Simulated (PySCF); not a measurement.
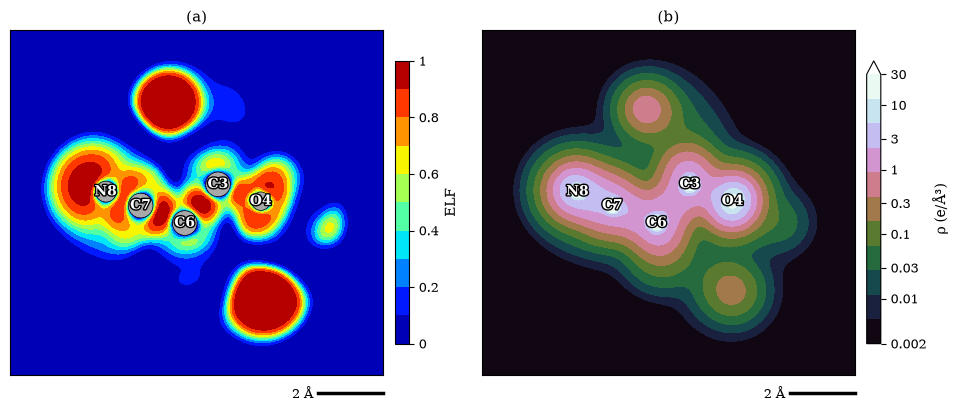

*C₆H₁₁NO₂Si. (a) ELF; (b) total electron density on the plane of atoms C3, C6 and C7. Grey discs cover the atomic cores in the ELF map.*

Geometry: GFN2-xTB.

The calculation used PySCF, PBE0/pcSseg-1, SCF density, gas phase, non-relativistic.

```xyz
21

C    -1.7365   -1.6521    1.6700
C    -0.7428   -0.8309    1.3914
C    -0.6961    0.0320    0.1642
O    -0.1158    1.2698    0.4989
C    -0.4810    2.3476   -0.3266
C     0.1718   -0.6610   -0.9323
C    -0.4033   -1.9562   -1.2453
N    -0.8659   -2.9710   -1.4935
O     1.4906   -0.8031   -0.5417
Si    2.4747    0.3009    0.1453
H    -1.7228   -2.2742    2.5475
H    -2.5980   -1.7467    1.0291
H     0.1201   -0.7422    2.0326
H    -1.7091    0.1706   -0.2443
H    -1.5669    2.4967   -0.3163
H     0.0104    3.2248    0.0891
H    -0.1514    2.2098   -1.3623
H     0.1238   -0.0467   -1.8502
H     3.7035   -0.4583   -0.0486
H     2.4775    1.5555   -0.6104
H     2.2084    0.5513    1.5579
```

Q: Describe what can be read from this map.

A: Atoms in the plane: C, O and N. C–N (1.14 Å): ρ is about 3.6 e/Å³ halfway; the ELF peaks at about 0.85 between the atoms: a short, multiple covalent bond. C–O (1.41 Å): the density is about 2.1 e/Å³ at the midpoint, with its minimum of 1.8 e/Å³ about 0.5 Å from C; the ELF peaks at about 0.90 between the atoms (a shared but strongly polarised pair). C–C (1.45 Å): the density is about 1.8 e/Å³ at the midpoint; the ELF peaks at about 0.95 between the atoms (localised, covalent bonding). The ELF also peaks beside O4 and N8, away from the bonds: lone-pair regions.
